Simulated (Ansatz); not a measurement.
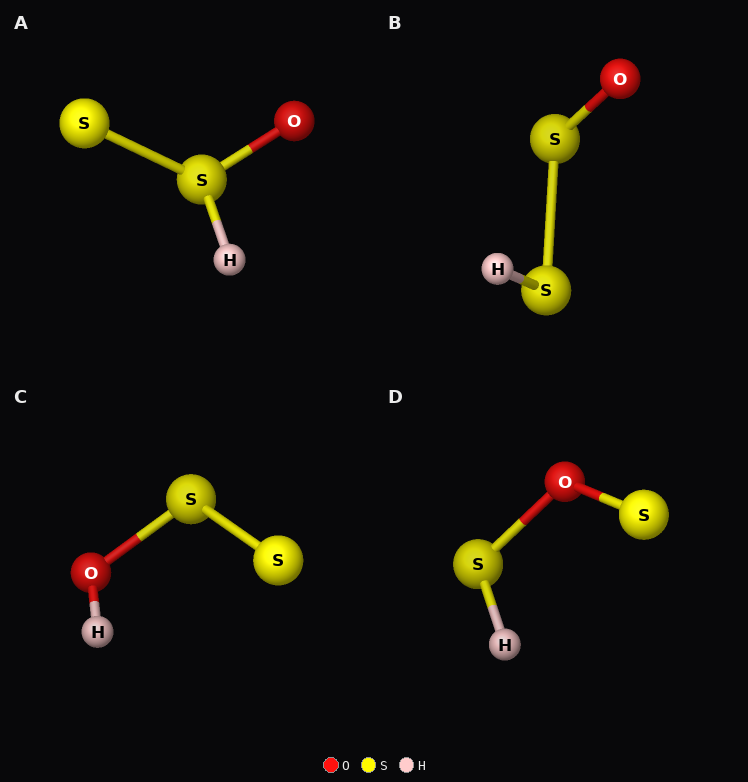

4 stationary structures of one formula. State: neutral, doublet. Geometries: PBE0-D4/def2-TZVP. Electronic energies: PBE0-D4/def2-TZVPP (Ansatz 0.2.0), without zero-point energy. No frequency run is at hand to confirm each as a minimum.

> Which structure is the most stable?

C is lowest (Cs); B lies 32.9 kJ/mol above it (C1), A lies 119.3 kJ/mol above it (C1), D lies 194.5 kJ/mol above it (Cs).
